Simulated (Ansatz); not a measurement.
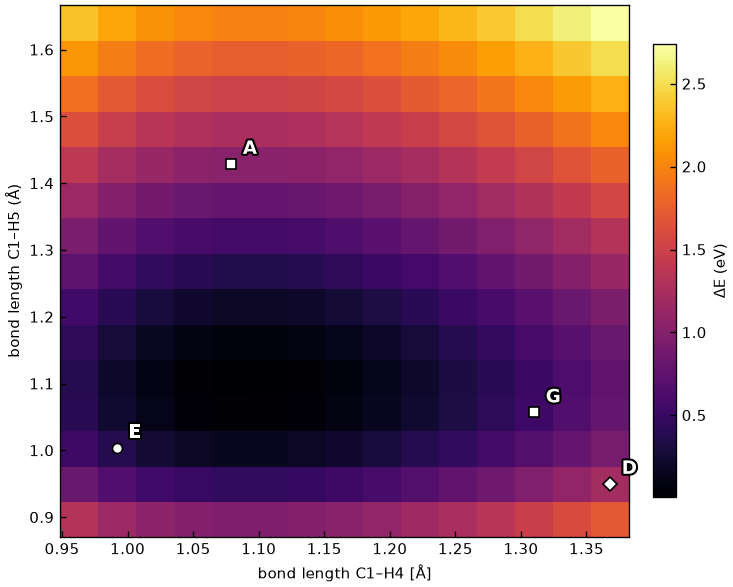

CH4AlO, SMILES [CH2]1[OH+][AlH]1, charge +1. The first coordinate is: bond length C1–H4; the second: bond length C1–H5. Nothing is relaxed (all other coordinates rigid). The scan uses a 15 × 15 grid. Energies: eV, counted from the relaxed molecule at the same level. The reference is spin-restricted, which grows unreliable where a bond is stretched far. Method: RKS PBE-D4/def2-TZVP (Ansatz).

In the figure: one coloured cell a grid point, lettered points.

> Is D the lowest point of the computed grid?

No. D lies 1.20 eV above the lowest grid point, which is at bond length C1–H4 = 1.108 Å, bond length C1–H5 = 1.110 Å.

> Rank the lettered points by energy, lowest first.

E (0.37 eV), G (0.54 eV), A (1.02 eV), D (1.21 eV).
